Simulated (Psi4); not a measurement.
# B3LYP/6-31G(d) (Cartesian functions) run of CH3AlO (SMILES [CH3][Al]=[O])

What is the vertical ionisation energy of CH3AlO at B3LYP/6-31G* (Cartesian functions)? 

The results are computed with Psi4 1.11.

1 further run of the same task is left out (set aside as unsound or not needed).

### 1 The system as given

The species is CH3AlO (6 atoms), meant as a singlet with charge 0. SMILES: `[CH3][Al]=[O]`. Geometry: relaxed at PBE0-D4/def2-TZVP.

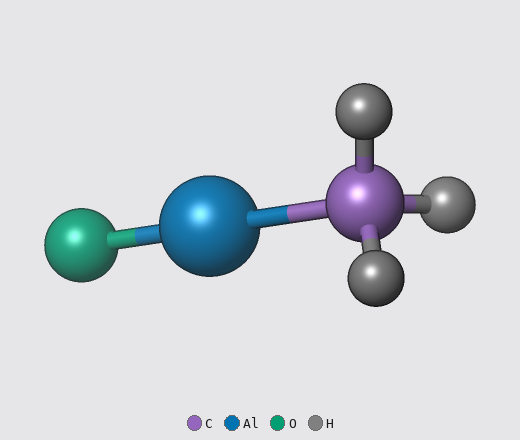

The structure, seen from a chosen angle (carbon purple, aluminium blue, oxygen teal, hydrogen grey).

### 2 Energy and gradient at B3LYP/6-31G(d) (Cartesian functions)

File run.py:

```python
import psi4

psi4.set_memory('1600 MB')
psi4.set_num_threads(1)
psi4.core.set_output_file('ch3alo.out', False)

mol = psi4.geometry("""
0 1
C     -0.412500     0.498200    -0.315400
Al     0.696700    -0.841400     0.532500
O      1.611700    -1.946300     1.232100
H      0.065200     1.479100    -0.263900
H     -1.383600     0.560900     0.180800
H     -0.577400     0.249400    -1.366100
units angstrom
symmetry c1
""")

options = {'basis': '6-31G*', 'puream': False, 'e_convergence': 1e-09, 'd_convergence': 1e-08, 'scf_type': 'pk', 'dft_radial_points': 99, 'dft_spherical_points': 590}
psi4.set_options(options)

result, w = psi4.gradient('b3lyp', molecule=mol, return_wfn=True)
psi4.oeprop(w, 'LOWDIN_CHARGES', 'MAYER_INDICES', 'WIBERG_LOWDIN_INDICES', title='B3LYP')
print('gradient / Eh bohr^-1')
print(result.np.round(6))
print(f'energy = {w.energy():.10f} Eh')
```

Launch:

```bash
$ python run.py
```

ch3alo.out (excerpt; [...] marks lines left out):

```text
[...]
  Running in c1 symmetry.
[...]
  Nuclear repulsion =   83.909553177892164
[...]
  Multiplicity = 1
[...]
  Nalpha       = 15
  Nbeta        = 15
[...]
    Number of basis functions: 55
[...]
   @RKS iter   1:  -356.97826898293954   -2.27515e-01   2.03466e-02 ADIIS/DIIS
[...]
   @RKS iter  12:  -357.56139968895980   -4.32010e-12   3.30020e-09 DIIS
[...]
    Orbital Energies [Eh]
    ---------------------
    Doubly Occupied:
       1A    -56.038724     2A    -19.078275     3A    -10.207963
       4A     -4.135394     5A     -2.690181     6A     -2.690181
       7A     -2.682404     8A     -0.843066     9A     -0.721901
      10A     -0.437888    11A     -0.437866    12A     -0.378455
      13A     -0.283842    14A     -0.252018    15A     -0.252018
[...]
  @RKS Final Energy:  -357.56139968895980
   => Energetics <=
    Nuclear Repulsion Energy =             83.9095531778921639
    One-Electron Energy =                -661.1429573491565179
    Two-Electron Energy =                 246.9719106026273892
    DFT Exchange-Correlation Energy =     -27.2999061203228450
    Empirical Dispersion Energy =           0.0000000000000000
    VV10 Nonlocal Energy =                  0.0000000000000000
    Total Energy =                       -357.5613996889597956
[...]
 Multipole Moments:
 ------------------------------------------------------------------------------------
     Multipole            Electronic (a.u.)      Nuclear  (a.u.)        Total (a.u.)
 ------------------------------------------------------------------------------------
 L = 1.  Multiply by 2.5417464519 to convert [e a0] to [Debye]
 Dipole X            :          2.4639888           -3.6445458           -1.1805570
 Dipole Y            :         -2.9757477            4.4012802            1.4255325
 Dipole Z            :          1.8832340           -2.7858595           -0.9026255
 Magnitude           :                                                    2.0592695
[...]
  -Total Gradient:
     Atom            X                  Y                   Z
    ------   -----------------  -----------------  -----------------
       1        0.001839711060    -0.002156173949     0.001357524946
       2        0.003800072167    -0.004592723445     0.002904156506
       3       -0.006886468789     0.008317560293    -0.005264175176
       4       -0.000661571752    -0.001643617934    -0.000008818998
       5        0.001567985362    -0.000202171857    -0.000689777271
       6        0.000341423624     0.000275805749     0.001701841065
[...]
```

On the terminal:

```text
gradient / Eh bohr^-1
[[ 1.840e-03 -2.156e-03  1.358e-03]
 [ 3.800e-03 -4.593e-03  2.904e-03]
 [-6.886e-03  8.318e-03 -5.264e-03]
 [-6.620e-04 -1.644e-03 -9.000e-06]
 [ 1.568e-03 -2.020e-04 -6.900e-04]
 [ 3.410e-04  2.760e-04  1.702e-03]]
energy = -357.5613996890 Eh
```

Wall time 7.5 s (1 thread of Intel Xeon 6975P-C (Granite Rapids), shared host); peak memory 0.68 GiB.

### 3 The doublet cation: a single-point energy at UB3LYP/6-31G(d) (Cartesian functions)

File calc.dat:

```
memory 1600 MB

molecule {
  1 2
  C     -0.412500     0.498200    -0.315400
  Al     0.696700    -0.841400     0.532500
  O      1.611700    -1.946300     1.232100
  H      0.065200     1.479100    -0.263900
  H     -1.383600     0.560900     0.180800
  H     -0.577400     0.249400    -1.366100
  units angstrom
  symmetry c1
  no_reorient
  no_com
}

set {
  basis                6-31G*
  reference            uks
  puream               false
  e_convergence        1e-09
  d_convergence        1e-08
  scf_type             pk
  dft_radial_points    99
  dft_spherical_points 590
  maxiter              200
}

e, wfn = energy('b3lyp', return_wfn=True)
```

Launch:

```bash
$ psi4 -n 1 calc.dat calc.out
```

calc.out (excerpt; [...] marks lines left out):

```text
[...]
  Running in c1 symmetry.
[...]
  Nuclear repulsion =   83.909553177892164
[...]
  Multiplicity = 2
[...]
  Nalpha       = 15
  Nbeta        = 14
[...]
    Number of basis functions: 55
[...]
   @UKS iter   1:  -356.70557718090896    4.51763e-02   1.71750e-02 ADIIS/DIIS
[...]
   @UKS iter  17:  -357.21436728032387   -5.91172e-12   3.21937e-09 DIIS
[...]
   @S^2 Observed:                7.525864231E-01
[...]
    Orbital Energies [Eh]
    ---------------------
    Alpha Occupied:
       1A    -56.352099     2A    -19.458978     3A    -10.411688
       4A     -4.442531     5A     -2.998528     6A     -2.996337
       7A     -2.990169     8A     -1.240166     9A     -0.917797
      10A     -0.673394    11A     -0.661047    12A     -0.628543
      13A     -0.628177    14A     -0.606253    15A     -0.572135
    Alpha Virtual:
      16A     -0.295175    17A     -0.259254    18A     -0.249466
      19A     -0.108087    20A     -0.058294    21A     -0.057107
      22A     -0.047939    23A      0.012833    24A      0.016285
      25A      0.055860    26A      0.201554    27A      0.205420
[...]
  @UKS Final Energy:  -357.21436728032387
   => Energetics <=
    Nuclear Repulsion Energy =             83.9095531778921639
    One-Electron Energy =                -652.5411109557658165
    Two-Electron Energy =                 238.4815666056173313
    DFT Exchange-Correlation Energy =     -27.0643761080674992
    Empirical Dispersion Energy =           0.0000000000000000
    VV10 Nonlocal Energy =                  0.0000000000000000
    Total Energy =                       -357.2143672803238701
[...]
 Multipole Moments:
 ------------------------------------------------------------------------------------
     Multipole            Electronic (a.u.)      Nuclear  (a.u.)        Total (a.u.)
 ------------------------------------------------------------------------------------
 L = 1.  Multiply by 2.5417464519 to convert [e a0] to [Debye]
 Dipole X            :        -32.5907427           33.2211963            0.6304536
 Dipole Y            :         39.3569569          -40.1188856           -0.7619288
 Dipole Z            :        -24.9111081           25.3935728            0.4824647
 Magnitude           :                                                    1.1003542
[...]
```

Run time: 12 s. Hardware: 1 thread of Intel Xeon 6975P-C (Granite Rapids), shared host; peak memory 0.68 GiB.

### 4 What came out

Level: B3LYP/6-31G* (Cartesian functions).

| quantity | value |
| --- | --- |
| singlet CH3AlO: total energy | -357.56140 Eh |
| singlet CH3AlO: dipole moment | 5.23 D |
| singlet CH3AlO: HOMO energy | -6.86 eV |
| singlet CH3AlO: LUMO energy | -1.58 eV |
| singlet CH3AlO: HOMO–LUMO gap | 5.27 eV |
| singlet CH3AlO: largest force on an atom | 0.618 eV/Å |
| doublet cation: total energy | -357.21437 Eh |
| doublet cation: HOMO energy (highest over α and β) | -15.43 eV |
| doublet cation: LUMO energy (lowest over α and β) | -12.27 eV |
| doublet cation: ⟨S²⟩ | 0.753 |
| vertical ionisation energy (to the doublet cation) | 9.443 eV |

In words: The vertical ionisation energy comes to 9.44 eV (911 kJ/mol). The largest force (singlet CH3AlO) is 0.62 eV/Å: the shape isn't a stationary point for this species at this level. The negative HOMO energy of the first species, 6.86 eV, lies 2.59 eV below that difference.
